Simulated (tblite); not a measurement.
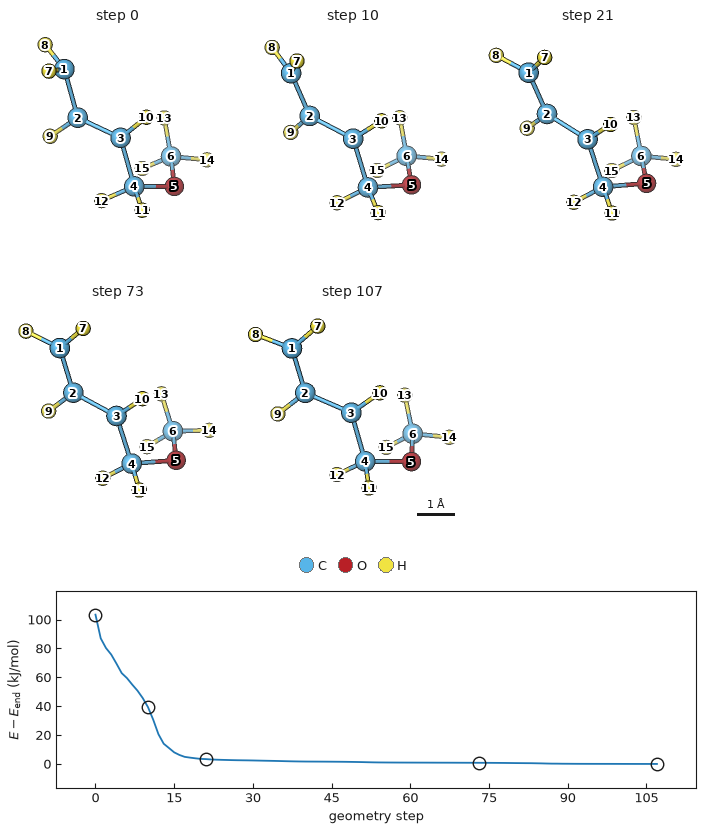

Frames of a relaxation of C$_{5}$H$_{9}$O (multiplicity 2), marked on the history of the run. A ball-and-stick model, seen from a free direction.

All numbers below come from tblite 0.8.0, GFN2-xTB geometry optimisation, gas phase. 

Describe the path.

After 107 geometry steps the energy has fallen by 103.4 kJ/mol. H7 moves most after the best rigid fit: 1.17 Å. By element the largest moves are H 1.17 Å, C 0.23 Å, O 0.11 Å. Near-neighbour distances that change, for instance: C1–C2 1.486 → 1.369 Å, C2–C3 1.325 → 1.378 Å, C4–O5 1.364 → 1.415 Å, C1–H8 1.101 → 1.074 Å. Among the angles between lasting bonds that change: C2–C1–H7 113.2° → 121.0°, C2–C1–H8 115.2° → 121.6°, C3–C2–H9 122.1° → 117.4°. From step 0 to 10: H7 moves most (0.45 Å), energy −64.0 kJ/mol. From step 10 to 21: H atoms move most (0.42 Å), energy −36.0 kJ/mol. From step 21 to 73: H9 moves most (0.38 Å), energy −2.57 kJ/mol. From step 73 to 107: H atoms move most (0.32 Å), energy −0.80 kJ/mol.

```tsv
step	E − E(0), kJ/mol
0	0.00
1	-16.42
2	-23.13
3	-27.63
4	-33.92
5	-40.52
6	-43.96
7	-48.45
8	-52.63
9	-57.76
10	-64.02
15	-95.40
20	-99.92
25	-100.68
30	-101.02
36	-101.50
41	-101.79
46	-101.90
51	-102.17
56	-102.44
61	-102.51
66	-102.56
71	-102.61
76	-102.69
81	-102.86
87	-103.22
92	-103.35
97	-103.38
102	-103.42
107	-103.43
```
